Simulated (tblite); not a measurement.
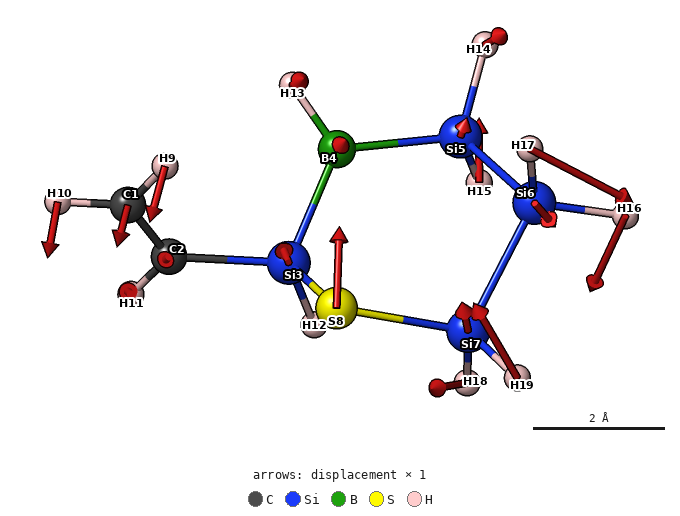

A relaxation of C2H11BSSi4. The starting structure is drawn; red arrows show the displacements, at their true length. The two geometries are superimposed by the best rigid fit.

Style: ball-and-stick. Shown at a tilt.

Theory: GFN2-xTB geometry optimisation, gas phase (tblite). 

Atoms of which element are displaced furthest, and by how much?

Hydrogen: up to 2.07 Å, against 1.31 Å for sulfur.

Describe the change and its energy.

After 226 geometry steps the energy has fallen by 0.800 eV. H17 moves most after the best rigid fit: 2.07 Å. By element the largest moves are H 2.07 Å, S 1.31 Å, Si 0.77 Å, C 0.69 Å, B 0.43 Å. Near-neighbour distances that change, for instance: B4–S8 3.362 → 2.090 Å, Si3–S8 2.163 → 2.304 Å, Si5–Si6 2.234 → 2.345 Å, Si6–Si7 2.237 → 2.318 Å. Bond angles that change, for instance: B4–Si3–S8 110.3° → 58.3°, C2–Si3–B4 110.0° → 128.1°, B4–Si3–H12 109.1° → 125.5°. Groups turn about Si6–Si7 by about 60°, Si5–Si6 by about 55°, Si3–S8 by about 30°. The run took 3.1 s on 1 thread of Arm Neoverse V1 (shared host).
